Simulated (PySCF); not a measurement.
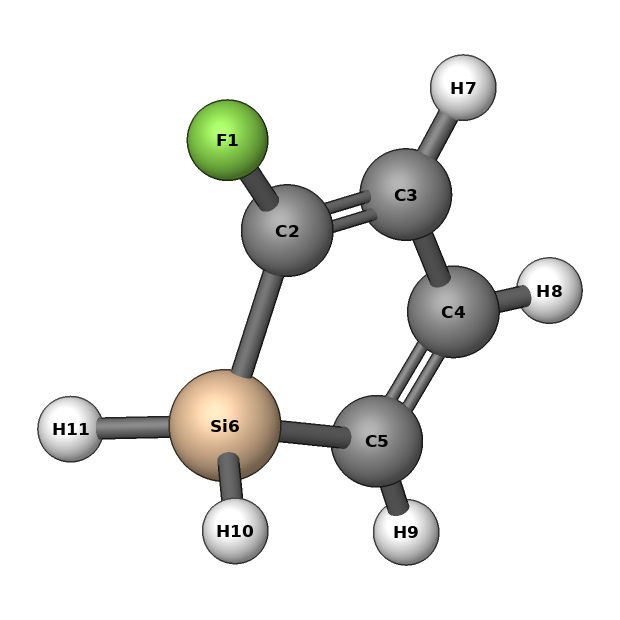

The questions are on Hirshfeld charges. The geometry was computed by an optimisation with PBE0-D3(BJ)/def2-SVP. No frequency run is at hand to confirm it as a minimum. Method: PBE0/pcSseg-1 in benzene (IEF-PCM) (PySCF 2.14.0).

> Which atom carries the highest charge (most positive or least negative)?

Si6 (0.33 e).

> And the lowest?

C5 (−0.16 e).

Give the Hirshfeld charges atom by atom.

| atom | value (e) |
| --- | --- |
| F1 | −0.09 |
| C2 | −0.01 |
| C3 | −0.08 |
| C4 | −0.03 |
| C5 | −0.16 |
| Si6 | 0.33 |
| H7 | 0.06 |
| H8 | 0.06 |
| H9 | 0.05 |
| H10 | −0.06 |
| H11 | −0.06 |
